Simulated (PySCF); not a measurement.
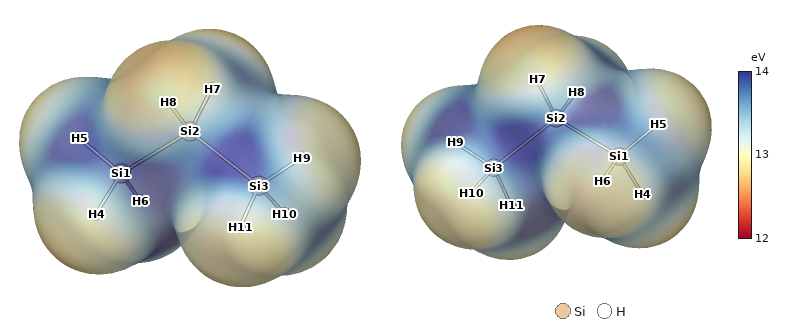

Figure 1: H8Si3, SMILES `[SiH3][SiH2][SiH3]`. Average local ionisation energy on the surface of electron density 0.001 a.u. (back view left, front view right).

Method: ωB97X/def2-TZVP; geometry: GFN2-xTB; program: PySCF. No frequency check shows the geometry to be a minimum.

Geometry (Å), atoms numbered from 1:

```
Si1     -1.9641   -0.3912    0.0010
Si2     -0.0000    0.8332    0.0000
Si3      1.9641   -0.3911   -0.0010
H4      -2.0535   -1.2650    1.1744
H5      -3.1833    0.4207   -0.0097
H6      -2.0547   -1.2650   -1.1723
H7      -0.0005    1.7529   -1.1517
H8       0.0005    1.7528    1.1517
H9       3.1833    0.4207    0.0098
H10      2.0535   -1.2650   -1.1744
H11      2.0547   -1.2650    1.1723
```

> Locate the minima of the map.

The lowest value is 12.7 eV, 1.5 Å from H8, and at like points elsewhere. For comparison, the highest occupied orbital lies at −10.6 eV.

> What volume does the surface enclose, and what is the dipole moment?

About 151 Å³; the dipole moment is 0.1 D.

Run time: 18 s on 1 thread of Intel(R) Xeon(R) Platinum 8259CL CPU @ 2.50GHz (Skylake/Cascade Lake), with other jobs on the host, peak memory 0.65 GiB.
